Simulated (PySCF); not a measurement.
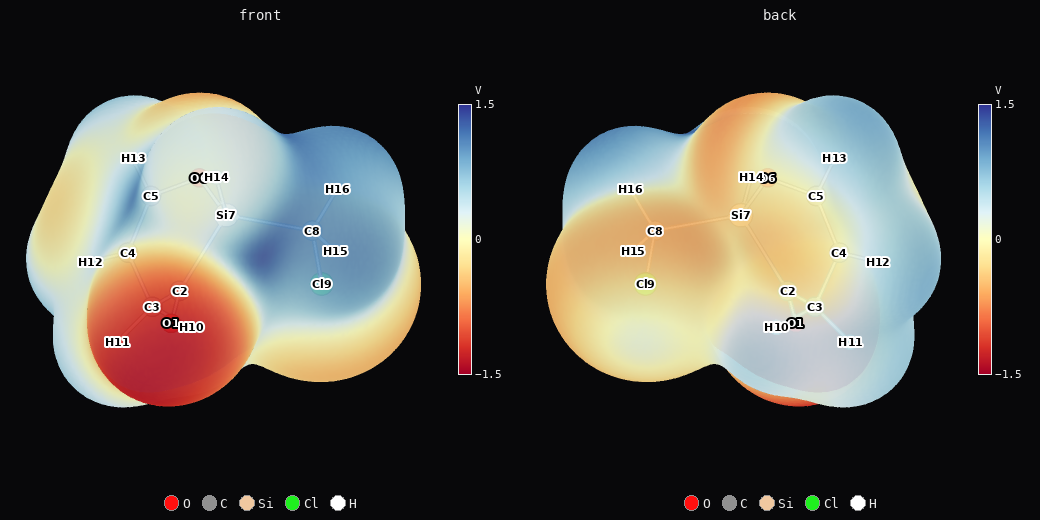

C5H7ClO2Si. The electrostatic potential painted on the density surface at 0.001 e/bohr³, seen from the front and from behind; the colour scale runs from red (negative) to blue (positive).

Geometry: GFN2-xTB.

Computed with PBE0/pcSseg-1, SCF density, gas phase, non-relativistic (PySCF).

The calculation's input:

```
{"job": {"kind": "nmr", "xc": "PBE0", "basis": "pcSseg-1"}, "charge": 0, "multiplicity": 1}
O     -0.463697    -2.190766     1.333751
C     -0.415295    -1.156767     0.711068
C     -1.531461    -0.742769    -0.226875
C     -1.869820     0.717293    -0.198478
C     -1.005831     1.693659     0.027836
O      0.316659     1.520967     0.293953
Si     1.011400     0.128728     0.788038
C      2.407736    -0.304993    -0.443573
Cl     1.705909    -0.719998    -2.032870
H     -1.163722    -0.996191    -1.230850
H     -2.418151    -1.351987    -0.038039
H     -2.893998     0.976443    -0.413871
H     -1.284733     2.737814     0.014632
H      1.526084     0.330143     2.136888
H      2.989629    -1.164164    -0.122435
H      3.081693     0.531531    -0.610585
```

Command:

```sh
OMP_NUM_THREADS=1 python probes_run.py task.json out
```

**Which sites attract a positive test charge, and which a negative one?**

A positive charge is drawn to the negative regions and a negative charge to the positive ones. The most negative region (about −1.4 V) lies over O1, the most positive (about +1.2 V) over Si7. Cl9 shows a σ-hole: about +0.2 V at the tip opposite its bond, against about −0.4 V on its flanks. O1 is the likeliest acceptor of a hydrogen bond.

**How polar is the molecule by this calculation?**

Its dipole moment is 1.83 D.
